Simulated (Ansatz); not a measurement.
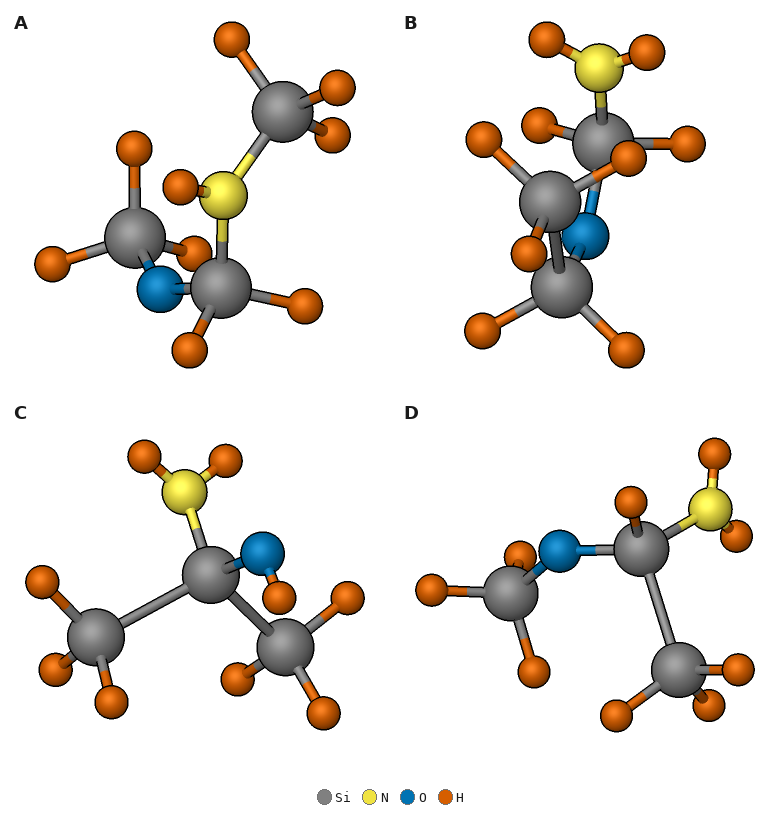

The picture comes from a calculation with Ansatz.

```xyz
14
charge 0, multiplicity 1
N    -0.1980    1.8768    0.6058
Si   -1.6495    1.0947    0.1771
O    -1.4607   -0.4525   -0.3341
Si   -0.3362   -1.6167   -0.5808
Si    1.8390   -0.8909   -0.0797
H     0.3971    2.3447   -0.0553
H     0.2158    1.8146    1.5197
H    -2.2631    1.8457   -0.9429
H    -2.5166    1.0527    1.3778
H    -0.3899   -2.0487   -2.0045
H    -0.6628   -2.7968    0.2663
H     2.2493    0.2610   -0.9288
H     1.9781   -0.5001    1.3501
H     2.7846   -2.0136   -0.3419
```

**Which picture belongs to the input above?**

B. The file holds H9NOSi3, `N[SiH2]O[SiH2][SiH3]`.
